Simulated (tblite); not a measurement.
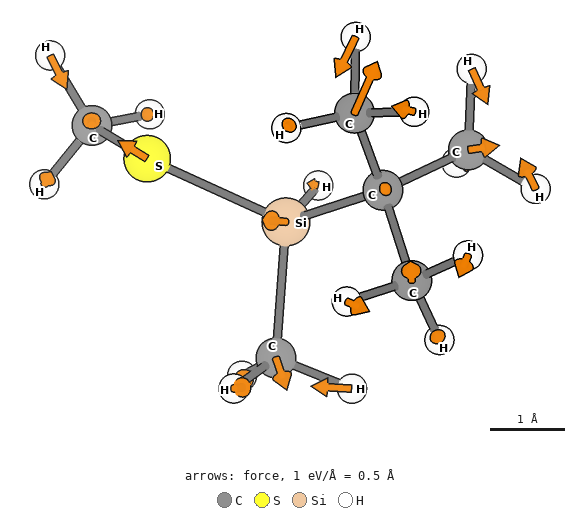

Starting geometry of C$_{6}$H$_{16}$SSi with the computed forces as orange arrows. Style: ball-and-stick. Shown at a tilt.

Theory: tblite 0.8.0, GFN2-xTB geometry optimisation, gas phase. 

**Is this structure relaxed? If not, where do the atoms go?**

It isn't relaxed: the largest force vector, on a C atom, is 2.06 eV/Å. The final displacements have little in common with the starting forces (cosine between the two patterns 0.12). After 225 geometry steps the energy has fallen by 21.4 kcal/mol. The atom that moves furthest after the best rigid fit is an H atom (1.81 Å). By element the largest moves are H 1.81 Å, C 1.08 Å, Si 0.46 Å, S 0.32 Å. Some distances before and after: C–Si 1.856 → 1.913 Å, C–H 1.129 → 1.088 Å, C–Si 1.869 → 1.902 Å, S–Si 2.128 → 2.159 Å. Among the angles between lasting bonds that change: C–S–Si 106.8° → 99.5°, S–Si–C 114.1° → 107.3°, H–C–H 113.6° → 108.2°. Groups turn about C–C by about 50°, C–Si by about 50°, S–Si by about 40°. The run took 4.4 s on 1 thread of Arm Neoverse N1, with other jobs on the host.
